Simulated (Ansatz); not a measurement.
Input

```
crystal:
  lattice:
    - [-2.1492886725, 2.1492886725, 5.4855886224]
    - [2.1492886725, -2.1492886725, 5.4855886224]
    - [2.1492886725, 2.1492886725, -5.4855886224]
  atoms:
    - { symbol: Dy, position: [0.0, 0.0, 0.0] }
    - { symbol: Dy, position: [0.75, 0.25, 0.5] }
    - { symbol: Ag, position: [0.5, 0.5, 0.0] }
    - { symbol: Ag, position: [0.25, 0.75, 0.5] }
    - { symbol: H, position: [0.2003177511, 0.2003177511, 0.0] }
    - { symbol: H, position: [0.7996822489, 0.7996822489, 0.0] }
    - { symbol: H, position: [0.5496822489, 0.0496822489, 0.5] }
    - { symbol: H, position: [0.9503177511, 0.4503177511, 0.5] }
basis:
  ecutwfc: 630
kpoints:
  mp_grid: { grid: [10, 10, 10] }
hamiltonian:
  xc: pbe
  pseudopotentials:
    kind: paw
    azcp: { Dy: "pseudopotentials/pbe/nc/lanthanide_3plus/Dy.nc.azcp" }
scf:
  occupations: { method: gaussian, width: 0.1 }
output:
  forces: true
  stress: true
  eigenvalues: true
  write_density: true
  write_potential: true
  elf: true
  volumetric_format: npy
relax:
  adjacent_minimum: "off"
  f_tol: 0.01
  max_steps: 30
  cell: { stress_tol: 0.1, fix: [volume] }
```

Command:

```sh
ansatz run input.yaml --threads 1 --pin off --max-ram 2816MiB --backend cpu --events-out ev --progress --plain --runs-dir out
```

Below, planes, directions and counts refer to the conventional cell (a = 4.31 Å, b = 4.31 Å, c = 10.93 Å, α = 90.00°, β = 90.00°, γ = 90.00°).

The fields are those of the run's last geometry, not of the input's.

Space group I4₁/amd; a generated structure, not necessarily the stable one; changed on purpose from its base cell (volume × 0.97, shape and atoms relaxed); computed pressure about 2 GPa in this cell; computed without spin polarisation; no Hubbard U on the f states and no spin–orbit coupling.

All numbers below come from Ansatz 0.2.0, DFT PBE, scalar-relativistic, plane waves, PAW; 4f electrons in the core of a trivalent norm-conserving potential.

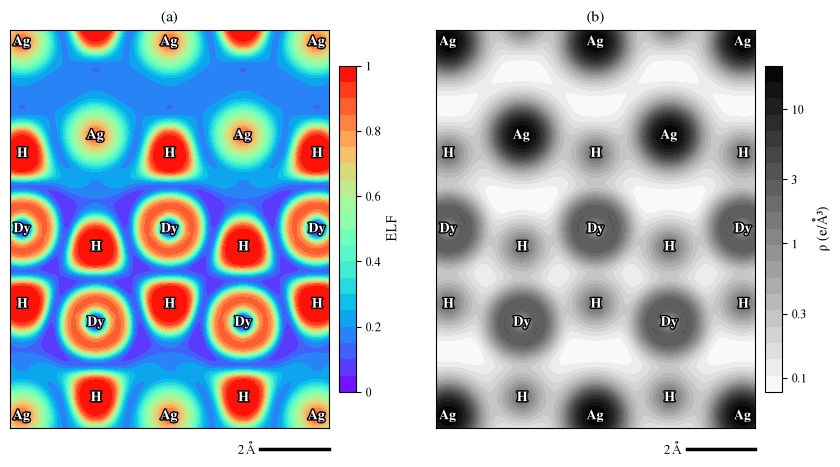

DyAgH₂. (a) electron localisation function; (b) valence electron density on the (010) plane of the conventional cell.

Core electrons are replaced by pseudopotentials, and the valence fields are smoothed inside the atomic spheres.

Q: What does the map show?

A: Atoms in the plane: Dy, Ag and H.
Dy–H (2.20 Å): ρ is about 0.4 e/Å³ halfway; the ELF climbs to about 1 towards the hydrogen.
Ag–H (2.22 Å): the density is about 0.43 e/Å³ at the midpoint; the ELF climbs to about 1 towards the hydrogen.
Between the atoms the lowest density in this plane is 0.08 e/Å³.
The features right at Dy and Ag lie inside the core regions, where the map follows smoothed inner orbitals and isn't to be read closely.
